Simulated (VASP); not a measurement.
Band structure of PbTe (rock salt). Computed with LDA (Ceperley-Alder, Perdew-Zunger) with spin-orbit coupling, VASP's LDA PAW potentials (set 64) (plane waves; VASP).

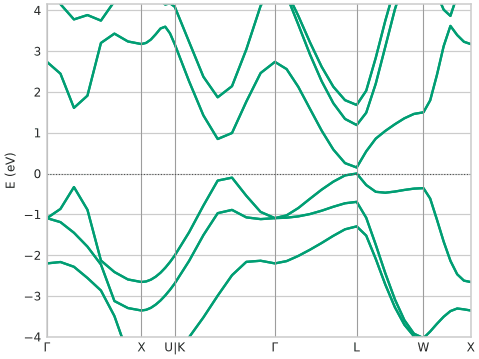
Fig. 1. Bands along high-symmetry lines, zero at the valence-band maximum or, without a gap, the Fermi level

### Question
Read the plot: is there a gap, and where are the band edges?

### Answer
The gap is direct, 0.15 eV, from the valence maximum at L to the conduction minimum at L.

The compound is PbTe in the rock salt structure. It was relaxed first.
